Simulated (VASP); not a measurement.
Band structure of MgZnO2 (space group R-3m). Level of theory: modified Becke-Johnson potential (mBJ), VASP's PBE PAW potentials (set 64) (plane waves; VASP).

mBJ is a potential without an energy functional, so only the levels count.

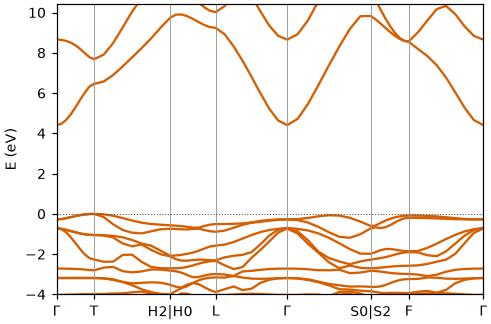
Bands along high-symmetry lines, zero at the valence-band maximum or, without a gap, the Fermi level

Task: Read the plot: is there a gap, and where are the band edges?

Result: The gap is indirect, 4.41 eV, from the valence maximum at T to the conduction minimum at Γ.

The structure comes from a computed database's MgZnO2 entry (R-3m); how it stands against other phases isn't given here. It was relaxed first. The cell's shape comes from a PBE relaxation.
